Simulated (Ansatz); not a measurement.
Input file:

```
crystal:
  periodic: [false, false, false]
  atoms:
    - { symbol: Ti, position_ang: [0.345705, -0.505118, -0.472513] }
    - { symbol: O, position_ang: [-0.049419, 0.018193, 2.576312] }
    - { symbol: H, position_ang: [-0.92566, -0.267208, 2.869947] }
    - { symbol: Cl, position_ang: [2.037992, 0.212039, -1.624374] }
    - { symbol: Cl, position_ang: [-0.873265, 1.278256, -0.079991] }
    - { symbol: Cl, position_ang: [-0.952789, -1.747875, -1.702538] }
    - { symbol: S, position_ang: [1.438469, -2.169736, 0.841851] }
    - { symbol: H, position_ang: [0.294383, -2.893731, 0.926867] }
    - { symbol: H, position_ang: [0.534883, -0.738919, 2.813839] }
basis:
  gaussian: { orbitals: def2-SVP }
hamiltonian:
  xc: b3lyp
relax:
  f_tol: 0.03
  max_steps: 50
output:
  orbitals: {}
```

Launched as:

```sh
ansatz run input.yaml --threads 4 --pin off --max-ram 5120MiB --backend cpu --events-out ev --progress --plain --runs-dir out
```

The fields are those of the run's last geometry, not of the input's.

Theory: RKS B3LYP/def2-SVP in Ansatz.

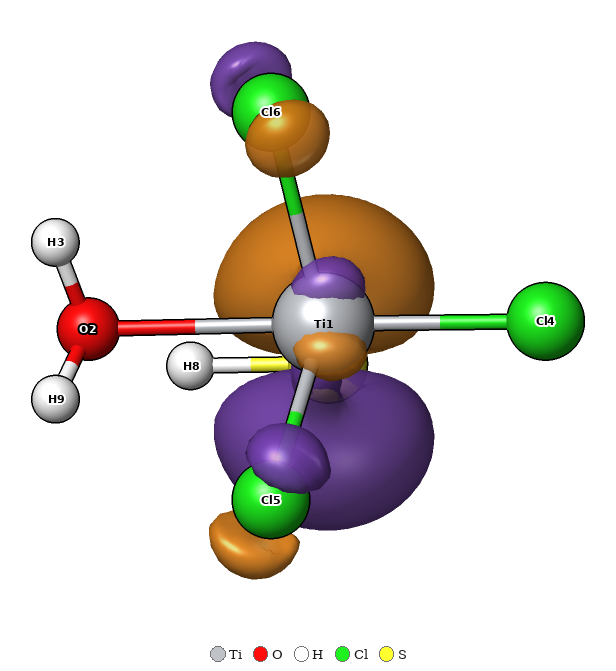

Cl3H3OSTi. The HOMO at ±0.15 Å⁻³ᐟ² (orange and purple are the two phases), seen from one side.

**What is the character of this orbital?**

By Hirshfeld shares it lies mainly on S7 (about 70 %) and Ti1 (about 10 %); largely a lone pair of S7. Its energy is −7.50 eV.
